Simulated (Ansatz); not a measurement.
```xyz
15

Al   -1.2844    0.0705    0.6712
O    -0.8836   -0.5335   -0.9952
Al   -0.3068    1.0545   -1.7155
O    -0.8954    1.7041   -0.0587
O     1.4124    0.8369   -1.7032
Cl   -3.3072   -0.1157    1.2273
H     1.1251   -1.5304    0.4517
N    -0.0039   -0.4770    1.8198
H    -0.1555   -1.2186   -0.9702
O     1.3326   -1.8009   -0.4658
H    -1.2679    2.5600    0.1487
H     1.9828    1.3252   -2.2949
H     0.7089    0.1843    2.0962
H    -0.2603   -1.0166    2.6342
H     1.8031   -1.0427   -0.8456
```

The product side of a reaction path; geometry: PBE0-D4/def2-TZVP.

All numbers below come from Ansatz 0.2.0, UKS PBE0-D4/def2-TZVPP.

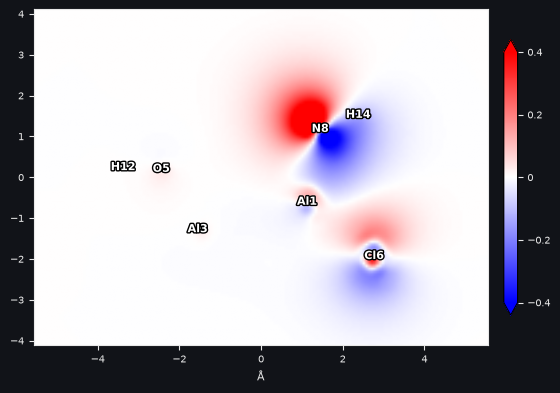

Al₂ClH₅NO₃···H₂O (doublet). The HOMO−1 (α) on the plane of atoms Cl6, Al1 and N8 (values in Å⁻³ᐟ²; the overall sign is arbitrary).

What is the character of this orbital?

Its weight (Hirshfeld) is mainly on N8 (about 65 %) and Cl6 (about 5 %). Its energy is −7.68 eV.
